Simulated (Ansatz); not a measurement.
Consider ZnB₂S₂.

The calculation's input:

```
crystal:
  lattice:
    - [3.617728015, 0.0, 0.0]
    - [-1.8088640075, 3.133044365, 0.0]
    - [0.0, 0.0, 31.786631493]
  atoms:
    - { symbol: Zn, position: [0.0, 0.0, 0.2473516866] }
    - { symbol: B, position: [0.3333333333, 0.6666666667, 0.2249146402] }
    - { symbol: B, position: [0.6666666667, 0.3333333333, 0.2249146402] }
    - { symbol: S, position: [0.3333333333, 0.6666666667, 0.3572722942] }
    - { symbol: S, position: [0.6666666667, 0.3333333333, 0.3572722942] }
  periodic: [true, true, false]
basis:
  ecutwfc: 420
kpoints:
  mp_grid: { grid: [12, 12, 1] }
  band_path:
    path:
      - [0.0, 0.0, 0.0]
      - [0.5, 0.0, 0.0]
      - [0.33333333, 0.33333333, 0.0]
      - [0.0, 0.0, 0.0]
    npoints: 14
hamiltonian:
  xc: pbe
scf:
  occupations: { method: gaussian, width: 0.1 }
  n_extra_bands: 12
output:
  forces: true
  stress: true
  eigenvalues: true
  populations: true
  dos: { projected: true, de: 0.02, nscf_kmesh: { grid: [15, 15, 1] } }
  bader: true
  write_density: true
  write_potential: true
  elf: true
  volumetric_format: npy
```

Run with:

```sh
ansatz run input.yaml --threads 1 --pin off --max-ram 2048MiB --backend cpu --events-out ev --progress --plain --runs-dir out
```

A structure generated by program, which may or may not match a known phase.

Level of theory: DFT PBE, scalar-relativistic, plane waves, PAW (Ansatz 0.2.0).

What can the converged valence pseudo-density and electron localisation function tell about the bonding?

Answer. Zn–B (2.21 Å): ρ at the midpoint is about 0.41 e/Å³; the ELF peaks at about 0.65 in the valence shell of B, 0.8 Å from its nucleus, and is about 0.35 at the midpoint.
Bader's partition of the density gives Zn +0.59, B −0.26 and S −0.03 e.

Does the calculation make it a metal, or give it a gap?

Answer. It is metallic or semimetallic at this level of theory: no gap opens.

Which way does charge flow, and how much by Bader's partition?

Answer. Electrons move from Zn towards B. Bader charges: Zn +0.59, B −0.26 and S −0.03 e.

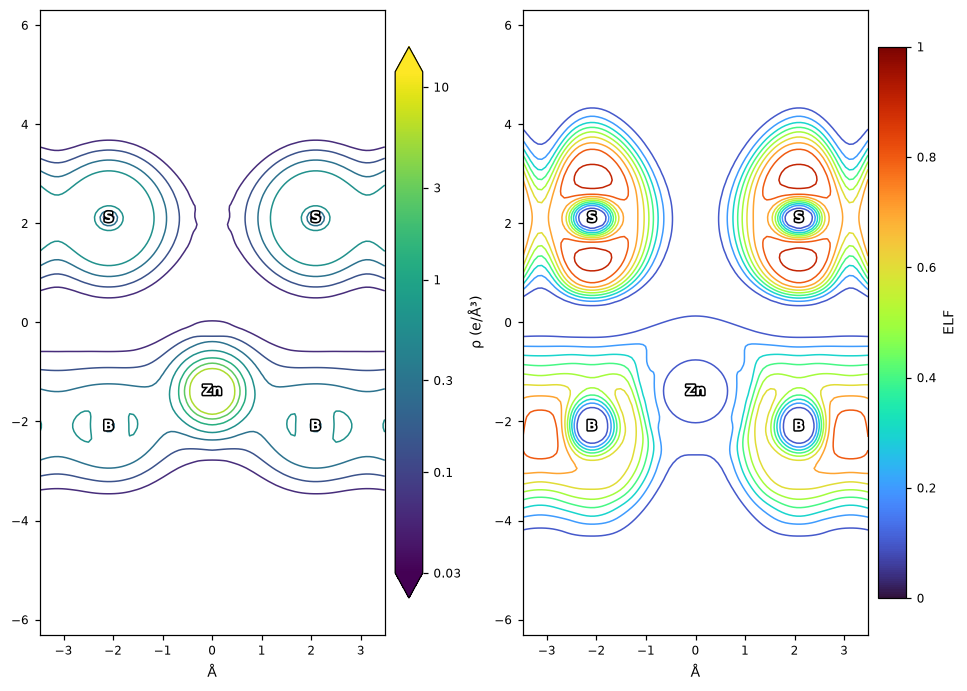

Computed valence pseudo-density and electron localisation function on the (110) plane of the calculation cell, a cut from vacuum to vacuum, in this order. 

In a PAW calculation such maps are meaningful between the atoms, not at the nuclei.
